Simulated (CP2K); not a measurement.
# GFN1-xTB run of C2H8OSSi (SMILES CSCO[SiH3])

What is the energy change on altering one bond length of C2H8OSSi at GFN1-xTB? 

The calculation is run with CP2K 2026.2.

3 further runs of the same task are left out: 3 set aside as unsound or not needed.

## Step 1: Starting point

The species is C2H8OSSi (13 atoms), meant as a singlet with charge 0. SMILES: `CSCO[SiH3]`. Geometry: a rough force-field guess. This is one conformer, not always the lowest.

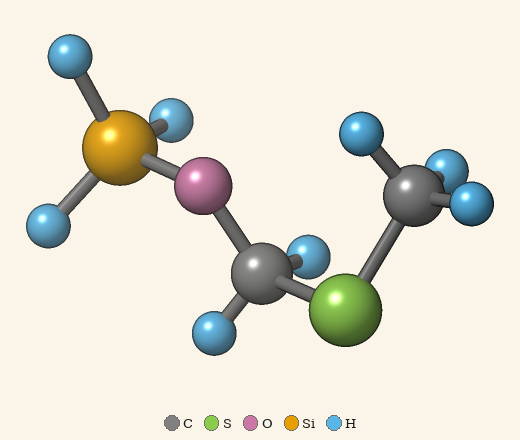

The structure, seen from a chosen angle (carbon grey, sulfur green, oxygen pink, silicon amber, hydrogen blue).

## Step 2: The energy at GFN1-xTB

job.inp reads:

```
&GLOBAL
  PROJECT job
  RUN_TYPE ENERGY
  PRINT_LEVEL MEDIUM
&END GLOBAL

&FORCE_EVAL
  METHOD Quickstep
  &DFT
    CHARGE 0
    MULTIPLICITY 1
    # Quickstep
    &QS
      METHOD XTB
      EPS_DEFAULT 1.0E-10
      &XTB
        GFN_TYPE 1
        CHECK_ATOMIC_CHARGES F
      &END XTB
    &END QS
    &POISSON
      PERIODIC NONE
      POISSON_SOLVER ANALYTIC
    &END POISSON
    &SCF
      SCF_GUESS ATOMIC
      EPS_SCF 1.0E-07
      MAX_SCF 80
      ADDED_MOS 8
      &DIAGONALIZATION
        ALGORITHM STANDARD
      &END DIAGONALIZATION
      &MIXING
        METHOD BROYDEN_MIXING
        ALPHA 0.3
        NBUFFER 8
      &END MIXING
    &END SCF
    # extra output
    &PRINT
      &MOMENTS
        PERIODIC F
        REFERENCE COM
        MAX_MOMENT 1
      &END MOMENTS
      &MO ON
        ENERGIES T
        OCCUPATION_NUMBERS T
        NDIGITS 6
        &EACH
          QS_SCF 0
        &END EACH
        ADD_LAST NUMERIC
      &END MO
      &HIRSHFELD OFF
      &END HIRSHFELD
    &END PRINT
  &END DFT
  &SUBSYS
    # vacuum box
    &CELL
      ABC [angstrom] 17.6 16.1 16.3
      PERIODIC NONE
    &END CELL
    &COORD
      C     -1.841800    -0.588100     1.363500
      S     -1.645200    -1.341300    -0.253800
      C      0.036700    -0.807800    -0.576200
      O      0.256900     0.613500    -0.521500
      Si     1.665900     1.262000    -0.883300
      H     -2.871600    -0.810300     1.741200
      H     -1.100900    -0.868000     2.067300
      H     -1.823300     0.562000     1.246100
      H      0.352200    -1.172900    -1.510300
      H      0.716200    -1.276900     0.214800
      H      2.055600     0.872500    -2.214900
      H      2.679100     0.748700     0.114200
      H      1.540500     2.771800    -0.772300
    &END COORD
    &TOPOLOGY
      &CENTER_COORDINATES
      &END CENTER_COORDINATES
    &END TOPOLOGY
  &END SUBSYS
&END FORCE_EVAL
```

On the command line:

```sh
$ OMP_NUM_THREADS=1 cp2k.psmp -i job.inp -o job.out
```

Standard output (excerpt; [...] marks lines left out):

```text
CP2K| version string:                                       CP2K version 2026.2
[...]
 GLOBAL| Method name                                                        CP2K
[...]
 GLOBAL| Run type                                                         ENERGY
[...]
                             - Atoms:                                         13
[...]
                             - Spherical basis functions:                     46
[...]
 Number of electrons:                                                         32
[...]
     1 NoMix/Diag. 0.30E+00    0.0     0.69441992       -18.7165549637 -1.87E+01
[...]
    40 Broy./Diag. 0.30E+00    0.0     0.00000008       -18.8536797807 -7.50E-08
  *** SCF run converged in    40 steps ***
[...]
 TB_DIPOLE| Moment [Debye]          0.37808176      -1.21847401       0.41715791
 TB_DIPOLE| Derivative [a.u.]       0.00000000       0.00000000       0.00000000
[...]
 ENERGY| Total FORCE_EVAL ( QS ) energy [hartree]            -18.853679780719862
[...]
```

Run time: 0.3 s. Hardware: 1 thread of Arm Neoverse V2, shared host.

## Step 3: The distorted shape, same level

job.inp reads:

```
&FORCE_EVAL
   METHOD QS
   &DFT
      CHARGE 0
      MULTIPLICITY 1
      &QS
         METHOD XTB
         EPS_DEFAULT 1.0E-10
         &XTB
            GFN_TYPE 1
            CHECK_ATOMIC_CHARGES F
         &END XTB
      &END QS
      &POISSON
         PERIODIC NONE
         POISSON_SOLVER ANALYTIC
      &END POISSON
      &SCF
         SCF_GUESS ATOMIC
         EPS_SCF 1.0E-07
         MAX_SCF 80
         ADDED_MOS 8
         &DIAGONALIZATION
            ALGORITHM STANDARD
         &END DIAGONALIZATION
         &MIXING
            METHOD BROYDEN_MIXING
            ALPHA 0.3
            NBUFFER 8
         &END MIXING
      &END SCF
      &PRINT
         &MOMENTS
            PERIODIC F
            REFERENCE COM
            MAX_MOMENT 1
         &END MOMENTS
         &MO ON
            ENERGIES T
            OCCUPATION_NUMBERS T
            NDIGITS 6
            &EACH
               QS_SCF 0
            &END EACH
            ADD_LAST NUMERIC
         &END MO
         &HIRSHFELD OFF
         &END HIRSHFELD
      &END PRINT
   &END DFT
   &SUBSYS
      &CELL
         ABC [angstrom] 17.7 16.1 16.3
         PERIODIC NONE
      &END CELL
      &COORD
         C     -1.943117    -0.536772     1.263753
         S     -1.746517    -1.289972    -0.353547
         C     -0.064617    -0.756472    -0.675947
         O      0.155583     0.664828    -0.621247
         Si     1.564583     1.313328    -0.983047
         H     -2.972917    -0.758972     1.641453
         H     -1.202217    -0.816672     1.967553
         H     -1.924617     0.613328     1.146353
         H      0.250883    -1.121572    -1.610047
         H      0.614883    -1.225572     0.115053
         H      1.954283     0.923828    -2.314647
         H      2.679100     0.748700     0.114200
         H      1.439183     2.823128    -0.872047
      &END COORD
      &TOPOLOGY
         &CENTER_COORDINATES
         &END CENTER_COORDINATES
      &END TOPOLOGY
   &END SUBSYS
&END FORCE_EVAL

&GLOBAL
   PROJECT_NAME job
   RUN_TYPE ENERGY
   PRINT_LEVEL MEDIUM
&END GLOBAL
```

On the command line:

```sh
$ OMP_NUM_THREADS=1 cp2k.psmp -i job.inp > job.out 2>&1
```

Standard output (excerpt; [...] marks lines left out):

```text
CP2K| version string:                                       CP2K version 2026.2
[...]
 GLOBAL| Method name                                                        CP2K
[...]
 GLOBAL| Run type                                                         ENERGY
[...]
                             - Atoms:                                         13
[...]
                             - Spherical basis functions:                     46
[...]
 Number of electrons:                                                         32
[...]
     1 NoMix/Diag. 0.30E+00    0.0     0.69488793       -18.7062859636 -1.87E+01
[...]
    60 Broy./Diag. 0.30E+00    0.0     0.00000004       -18.8444653671 -2.10E-08
  *** SCF run converged in    60 steps ***
[...]
 TB_DIPOLE| Moment [Debye]          0.24064268      -1.13283272       0.26450307
 TB_DIPOLE| Derivative [a.u.]       0.00000000       0.00000000       0.00000000
[...]
 ENERGY| Total FORCE_EVAL ( QS ) energy [hartree]            -18.844465367063204
[...]
```

It took 0.34 s on 1 thread of Arm Neoverse V2, shared host.

## Step 4: Summary of results

At GFN1-xTB:

| quantity | value |
| --- | --- |
| first shape: total energy | -18.85368 Eh |
| first shape: dipole moment (from atomic charges alone) | 1.34 D |
| first shape: HOMO energy | -10.91 eV |
| first shape: LUMO energy | -5.50 eV |
| first shape: HOMO–LUMO gap | 5.41 eV |
| first shape: dispersion energy | -12.38 kJ/mol |
| distorted shape: total energy | -18.84447 Eh |
| distorted shape: dipole moment (from atomic charges alone) | 1.19 D |
| distorted shape: HOMO energy | -10.91 eV |
| distorted shape: LUMO energy | -5.50 eV |
| distorted shape: HOMO–LUMO gap | 5.41 eV |
| distorted shape: dispersion energy | -12.39 kJ/mol |
| energy change with the Si5–H12 bond stretched from 1.512 to 1.663 Å | 0.251 eV |

What this shows: With the Si5–H12 bond stretched from 1.512 to 1.663 Å the energy rises by 0.25 eV (5.8 kcal/mol). The first shape isn't relaxed at this level, so the change isn't measured from a minimum. The dipole (first shape) comes from point charges on the atoms alone, without atomic dipoles, so it is partial. The dipole (distorted shape) comes from point charges on the atoms alone, without atomic dipoles, so it is partial.
